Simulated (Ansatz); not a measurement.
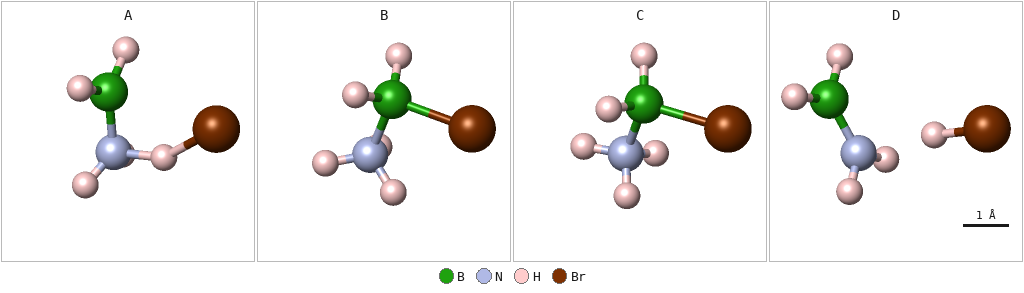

4 geometries from a converged minimum-energy path of BNH5Br, shuffled. Style: ball-and-stick. Shown from a free direction.

The calculation used Ansatz, RKS B3LYP-D4/def2-SVP. Run with 7 movable images; climbing image; force threshold 0.05 eV/Å; iteration limit 60; starting path through a guess of the saddle point.

Which frame is the top of the path?

A. In order along the path, whose images run from 0 to 8: D (image 0, 0.0 kcal/mol), A (image 3, +14.7 kcal/mol), B (image 6, −11.0 kcal/mol), C (image 8, −12.7 kcal/mol). Breaking: Br–H (1.44 → 2.99 Å). Forming: B–Br (4.04 → 2.04 Å), H–N (2.16 → 1.02 Å).
